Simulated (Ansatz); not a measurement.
SiH3F: molecular dynamics (part 3 of 3)

The same run, continued: SiH3F; RHF/def2-SVP (Ansatz 0.2.0). It belongs to a series of runs on one base structure; here: dynamics from the start.

Geometry of the input (Å):
```
Si 0.0003  0.0000  -0.0188
F  0.0001  0.0000  1.5924
H  1.4000  0.0000  -0.4806
H  -0.6995  1.2122  -0.4808
H  -0.6995  -1.2122  -0.4808
```

## The program's output, continued
```
md step   237: t =   118.50 fs  T =   337.2 K  F+E_penalty+E_count = -10611.91310542 eV  E_kin = 0.130772 eV  conserved = -10612.01997868 eV  (19 SCF iters)
md step   238: t =   119.00 fs  T =   459.6 K  F+E_penalty+E_count = -10611.96060143 eV  E_kin = 0.178216 eV  conserved = -10612.02030269 eV  (19 SCF iters)
md step   239: t =   119.50 fs  T =   571.8 K  F+E_penalty+E_count = -10612.00404675 eV  E_kin = 0.221741 eV  conserved = -10612.02057170 eV  (19 SCF iters)
md step   240: t =   120.00 fs  T =   662.4 K  F+E_penalty+E_count = -10612.03899280 eV  E_kin = 0.256860 eV  conserved = -10612.02080243 eV  (19 SCF iters)
md step   241: t =   120.50 fs  T =   721.8 K  F+E_penalty+E_count = -10612.06177984 eV  E_kin = 0.279881 eV  conserved = -10612.02099850 eV  (19 SCF iters)
md step   242: t =   121.00 fs  T =   742.6 K  F+E_penalty+E_count = -10612.06957015 eV  E_kin = 0.287969 eV  conserved = -10612.02112525 eV  (19 SCF iters)
md step   243: t =   121.50 fs  T =   721.2 K  F+E_penalty+E_count = -10612.06088195 eV  E_kin = 0.279684 eV  conserved = -10612.02111333 eV  (19 SCF iters)
md step   244: t =   122.00 fs  T =   660.2 K  F+E_penalty+E_count = -10612.03663114 eV  E_kin = 0.256012 eV  conserved = -10612.02087641 eV  (19 SCF iters)
md step   245: t =   122.50 fs  T =   571.2 K  F+E_penalty+E_count = -10612.00132771 eV  E_kin = 0.221503 eV  conserved = -10612.02036699 eV  (19 SCF iters)
md step   246: t =   123.00 fs  T =   476.4 K  F+E_penalty+E_count = -10611.96360083 eV  E_kin = 0.184731 eV  conserved = -10612.01964674 eV  (19 SCF iters)
md step   247: t =   123.50 fs  T =   405.2 K  F+E_penalty+E_count = -10611.93506416 eV  E_kin = 0.157115 eV  conserved = -10612.01892130 eV  (20 SCF iters)
md step   248: t =   124.00 fs  T =   386.2 K  F+E_penalty+E_count = -10611.92709410 eV  E_kin = 0.149762 eV  conserved = -10612.01848330 eV  (20 SCF iters)
md step   249: t =   124.50 fs  T =   436.4 K  F+E_penalty+E_count = -10611.94643405 eV  E_kin = 0.169214 eV  conserved = -10612.01856141 eV  (20 SCF iters)
these checks for a lower state are left out or cut short: starts, cluster_reference, orbital_swaps, neighbouring_geometries, increment
474 factors; integrals over basis functions are off by at most 4.7e-4 eV
mean field -10611.99182546 eV, -389.9835065192 hartree, gradient 1.4e-5 eV, S^2 0.000000; 0 other end points of the search recorded, 0 dependent functions left out
the calculation of the forces begins
reference -10611.99182546 eV, -389.9835065192 hartree; 13, 13 occupied and 34, 34 virtual orbitals, 474 factors
474 factors; integrals over basis functions are off by at most 4.7e-4 eV
mean field evaluation 1376: about -10611.9804 eV, gradient 1.6e0 eV
mean field -10611.99182546 eV, -389.9835065192 hartree, gradient 1.4e-5 eV, S^2 0.000000; 1 other end points of the search recorded, 0 dependent functions left out
the calculation of the forces begins
reference -10611.99182546 eV, -389.9835065192 hartree; 13, 13 occupied and 34, 34 virtual orbitals, 474 factors
md step   250: t =   125.00 fs  T =   552.4 K  F+E_penalty+E_count = -10611.99182546 eV  E_kin = 0.214222 eV  conserved = -10612.01917404 eV  (22 SCF iters)
```

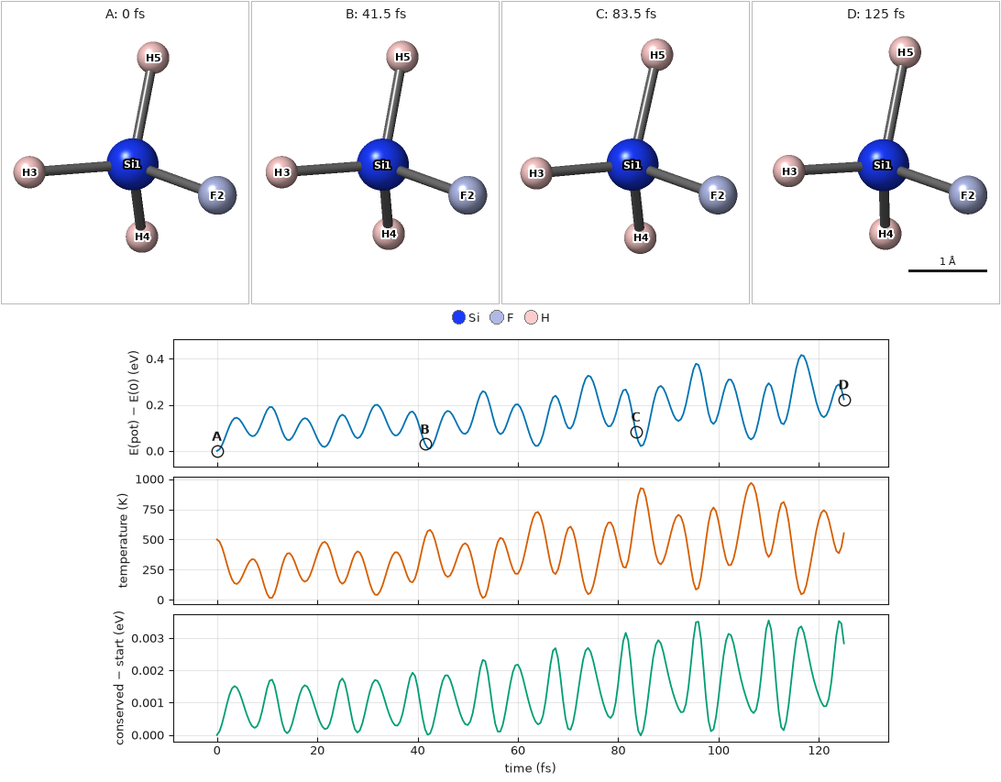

**Figure 1.** Frames of the molecular dynamics (ball-and-stick, seen at a tilt) above the curves, on which the letters mark them. The trajectory kept here has 251 frames over 125 fs. The temperature starts at 500 K, ranges from 16 to 968 K and averages 495 K over the second half. The potential energy ends 0.224 eV above its first value. The conserved quantity stays within 0.0036 eV. After an unweighted best fit of the last frame on the first, the root-mean-square displacement is 0.07 Å, and H3 has moved furthest (0.11 Å).

```
Total energy: -10611.99182546 eV, -389.9835065192 hartree
Atom 0 at    -0.000045     0.008348    -0.019282 Å, force    -2.814707    -1.539592     0.483955 eV/Å
Atom 1 at     0.004527    -0.006011     1.595274 Å, force    -0.196485     0.236714    -0.139855 eV/Å
Atom 2 at     1.301287    -0.016361    -0.420677 Å, force     2.768513    -0.037111    -0.878172 eV/Å
Atom 3 at    -0.661525     1.185924    -0.581224 Å, force    -0.247035     0.214661     0.172488 eV/Å
Atom 4 at    -0.713207    -1.288858    -0.480197 Å, force     0.489714     1.125328     0.361584 eV/Å
Dipole moment:     0.021165     0.060189    -0.337587 e Å
```

## Trajectory as extended XYZ (Å, eV, eV/Å), 18 of the 251 frames kept, from step=0 to step=250
```
5
Properties=species:S:1:pos:R:3:forces:R:3 step=0 time_fs=0.0 energy=-10612.21590 temperature=500.0
Si    0.0003    0.0000   -0.0188    0.0000   0.0000  -0.0006
F     0.0001    0.0000    1.5924    0.0000   0.0000   0.0016
H     1.4000    0.0000   -0.4806   -0.0016   0.0000  -0.0004
H    -0.6995    1.2122   -0.4808    0.0008  -0.0016  -0.0003
H    -0.6995   -1.2122   -0.4808    0.0008   0.0016  -0.0003
5
Properties=species:S:1:pos:R:3:forces:R:3 step=15 time_fs=7.5 energy=-10612.14997 temperature=332.7
Si    0.0073   -0.0090   -0.0162   -0.5506   0.2468  -0.5723
F    -0.0064    0.0099    1.5949    0.2632  -0.4395  -0.0830
H     1.3725    0.0204   -0.5884   -0.0220  -0.0534   0.3556
H    -0.7200    1.2228   -0.3716    0.0462   0.0271  -0.1970
H    -0.7248   -1.1798   -0.6007    0.2632   0.2191   0.4966
5
Properties=species:S:1:pos:R:3:forces:R:3 step=29 time_fs=14.5 energy=-10612.16863 temperature=387.1
Si    0.0056   -0.0092   -0.0194    0.0120   0.8217  -0.0074
F    -0.0063    0.0090    1.5951    0.2540  -0.4079  -0.1183
H     1.3900    0.0195   -0.5671   -0.2130  -0.0472   0.3111
H    -0.7143    1.2361   -0.3556    0.0583  -0.0631  -0.2792
H    -0.7034   -1.1694   -0.5526   -0.1113  -0.3035   0.0938
5
Properties=species:S:1:pos:R:3:forces:R:3 step=44 time_fs=22.0 energy=-10612.19085 temperature=462.8
Si   -0.0001    0.0031   -0.0217   -0.3014  -0.7397   0.2792
F     0.0003   -0.0021    1.5923   -0.0247   0.0844  -0.0141
H     1.4031   -0.0020   -0.4484    0.1004  -0.0074  -0.1702
H    -0.6866    1.2225   -0.4720   -0.0776  -0.0196  -0.1031
H    -0.7085   -1.2664   -0.4372    0.3034   0.6822   0.0082
5
Properties=species:S:1:pos:R:3:forces:R:3 step=59 time_fs=29.5 energy=-10612.11215 temperature=284.4
Si   -0.0084    0.0099   -0.0181    1.5951   0.1196  -0.0777
F     0.0064   -0.0114    1.5894   -0.2781   0.4823   0.2143
H     1.4699   -0.0297   -0.3915   -0.9256   0.1148  -0.0299
H    -0.6774    1.1813   -0.6343    0.0536  -0.0665   0.3676
H    -0.6671   -1.2128   -0.3780   -0.4449  -0.6501  -0.4745
5
Properties=species:S:1:pos:R:3:forces:R:3 step=74 time_fs=37.0 energy=-10612.11429 temperature=314.9
Si   -0.0020    0.0103   -0.0147   -0.9900  -1.5349  -0.4342
F     0.0051   -0.0086    1.5917   -0.2529   0.3291   0.0925
H     1.3686   -0.0139   -0.4217    0.9358  -0.0019  -0.3203
H    -0.6739    1.1492   -0.6380   -0.1852   0.3655   0.3090
H    -0.7249   -1.2608   -0.4809    0.4923   0.8422   0.3530
5
Properties=species:S:1:pos:R:3:forces:R:3 step=88 time_fs=44.0 energy=-10612.13332 temperature=412.2
Si   -0.0001   -0.0050   -0.0183    1.2950   1.4212  -0.2082
F    -0.0020    0.0026    1.5961    0.0763  -0.1187  -0.2056
H     1.4501    0.0143   -0.5423   -1.0830  -0.0398   0.5279
H    -0.7137    1.2255   -0.4722    0.2119  -0.2634   0.1265
H    -0.6843   -1.1515   -0.5100   -0.5003  -0.9993  -0.2406
5
Properties=species:S:1:pos:R:3:forces:R:3 step=103 time_fs=51.5 energy=-10612.04016 temperature=224.9
Si    0.0098   -0.0086   -0.0246   -2.0957  -0.5393   0.7788
F    -0.0082    0.0119    1.5961    0.3342  -0.5676  -0.1617
H     1.3270    0.0220   -0.5284    1.3798  -0.0395  -0.4135
H    -0.7018    1.2437   -0.2628   -0.1861   0.1663  -0.6814
H    -0.7341   -1.2507   -0.5584    0.5678   0.9802   0.4779
5
Properties=species:S:1:pos:R:3:forces:R:3 step=118 time_fs=59.0 energy=-10612.03014 temperature=253.2
Si    0.0008   -0.0089   -0.0200    1.8487   2.0469   0.1330
F    -0.0058    0.0069    1.5916    0.2405  -0.3209   0.0510
H     1.4816    0.0083   -0.5625   -1.5625  -0.0040   0.6406
H    -0.7184    1.2612   -0.3450    0.2428  -0.4101  -0.3014
H    -0.6659   -1.1533   -0.4846   -0.7695  -1.3120  -0.5232
5
Properties=species:S:1:pos:R:3:forces:R:3 step=132 time_fs=66.0 energy=-10612.05590 temperature=406.4
Si    0.0018    0.0086   -0.0129   -2.1770  -1.5939  -0.4065
F     0.0025   -0.0065    1.5883   -0.1372   0.2355   0.2825
H     1.3252   -0.0081   -0.4471    1.8768  -0.0304  -0.5568
H    -0.6799    1.1671   -0.5914   -0.1857   0.2824   0.2329
H    -0.7332   -1.2772   -0.4902    0.6232   1.1063   0.4479
5
Properties=species:S:1:pos:R:3:forces:R:3 step=147 time_fs=73.5 energy=-10611.90279 temperature=81.9
Si   -0.0126    0.0128   -0.0147    2.8977   0.7366  -0.5705
F     0.0088   -0.0157    1.5918   -0.3419   0.6151   0.1154
H     1.5335   -0.0292   -0.4145   -1.8612   0.1275   0.3246
H    -0.6728    1.1349   -0.7407    0.1169   0.0547   0.7137
H    -0.6651   -1.1655   -0.3888   -0.8115  -1.5339  -0.5833
5
Properties=species:S:1:pos:R:3:forces:R:3 step=162 time_fs=81.0 energy=-10611.95315 temperature=273.4
Si   -0.0008    0.0110   -0.0257   -2.8142  -1.8445   1.1178
F     0.0058   -0.0092    1.5984   -0.2756   0.3472  -0.3226
H     1.3215   -0.0070   -0.3591    2.6770  -0.0568  -0.9964
H    -0.6650    1.1859   -0.5828   -0.2428   0.2146   0.0719
H    -0.7330   -1.3136   -0.4183    0.6555   1.3394   0.1293
5
Properties=species:S:1:pos:R:3:forces:R:3 step=176 time_fs=88.0 energy=-10611.94045 temperature=310.5
Si   -0.0028   -0.0089   -0.0248    2.5021   2.3334   0.6088
F    -0.0035    0.0062    1.5974    0.1688  -0.3033  -0.3124
H     1.5259    0.0120   -0.5423   -2.0206  -0.0323   0.6557
H    -0.7097    1.2702   -0.3497    0.2420  -0.4738  -0.3010
H    -0.6608   -1.1504   -0.4765   -0.8923  -1.5240  -0.6511
5
Properties=species:S:1:pos:R:3:forces:R:3 step=191 time_fs=95.5 energy=-10611.83747 temperature=85.7
Si    0.0142   -0.0109   -0.0153   -3.8641  -0.6281   0.2727
F    -0.0097    0.0150    1.5896    0.4215  -0.7230   0.2902
H     1.2479    0.0164   -0.5736    3.0131   0.0132  -0.8867
H    -0.7087    1.2293   -0.2597   -0.2197   0.3035  -0.6074
H    -0.7416   -1.2253   -0.6522    0.6492   1.0344   0.9312
5
Properties=species:S:1:pos:R:3:forces:R:3 step=206 time_fs=103.0 energy=-10611.92626 temperature=340.4
Si    0.0011   -0.0085   -0.0099    2.0600   2.0857  -1.2279
F    -0.0050    0.0056    1.5882    0.2469  -0.2557   0.3116
H     1.4959    0.0156   -0.6428   -1.9304  -0.0514   1.1381
H    -0.7313    1.2283   -0.4342    0.3381  -0.2994   0.1069
H    -0.6884   -1.1122   -0.5344   -0.7146  -1.4792  -0.3288
5
Properties=species:S:1:pos:R:3:forces:R:3 step=221 time_fs=110.5 energy=-10611.93451 temperature=387.0
Si   -0.0002    0.0125   -0.0225   -3.0360  -1.8893   0.9069
F     0.0060   -0.0111    1.5946   -0.2711   0.4186  -0.0909
H     1.3139   -0.0095   -0.3603    2.8926  -0.0779  -1.0390
H    -0.6649    1.1683   -0.6114   -0.2548   0.3253   0.1254
H    -0.7473   -1.2994   -0.4064    0.6693   1.2234   0.0976
5
Properties=species:S:1:pos:R:3:forces:R:3 step=235 time_fs=117.5 energy=-10611.82843 temperature=120.1
Si   -0.0166    0.0139   -0.0276    3.2983   0.5024   0.8027
F     0.0109   -0.0170    1.5987   -0.4353   0.6970  -0.3324
H     1.5785   -0.0446   -0.3213   -2.2050   0.1871  -0.0897
H    -0.6582    1.1872   -0.6836    0.1044  -0.2160   0.4455
H    -0.6510   -1.2107   -0.3094   -0.7624  -1.1704  -0.8261
5
Properties=species:S:1:pos:R:3:forces:R:3 step=250 time_fs=125.0 energy=-10611.99182 temperature=552.4
Si    0.0000    0.0083   -0.0193   -2.8147  -1.5396   0.4840
F     0.0045   -0.0060    1.5953   -0.1965   0.2367  -0.1399
H     1.3013   -0.0164   -0.4207    2.7685  -0.0371  -0.8782
H    -0.6615    1.1859   -0.5812   -0.2470   0.2147   0.1725
H    -0.7132   -1.2889   -0.4802    0.4897   1.1253   0.3616
```

## Key numbers

```tsv
quantity	value
outcome	finished
mean temperature over the second half	495 K
trajectory	250 steps, 125 fs
ensemble	nvt_nose_hoover
temperature in the input	500.0 K
time step	0.5 fs
potential energy (last step)	−10611.9918 eV
mean-field energy (last step)	−10611.9918 eV
largest force (length of the vector) (last step)	3.245 eV/Å
wall time	50 s
peak memory	0.076 GiB
```

## Notes

So short a trajectory is not equilibrated.
